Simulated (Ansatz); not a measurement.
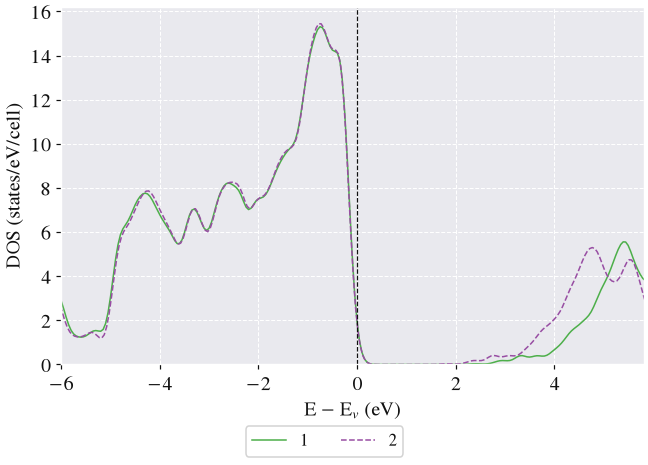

Total densities of states of ZrSn3O8, space group Pmm2 (No. 25), 12 atoms in the cell, tetragonal host type, by two methods on the same cell. The curves are built from the levels of the k mesh with Gaussians 0.3 eV wide, which also blur the band edges. Each is counted from its own valence-band top.

### Which curve is which? The methods: PBE, r2SCAN.

1 is r2SCAN; 2 is PBE. r2SCAN gives a gap of 2.40 eV and PBE gives a gap of 1.82 eV.

Settings. r2SCAN: DFT, r2SCAN, plane waves, PAW, no spin polarisation, 8×4×6 k mesh, 500 eV cutoff (Ansatz). PBE: DFT, PBE, plane waves, PAW, no spin polarisation, 8×4×6 k mesh, 420 eV cutoff, Fermi-Dirac smearing of 0.02 eV (Ansatz 0.2.0).
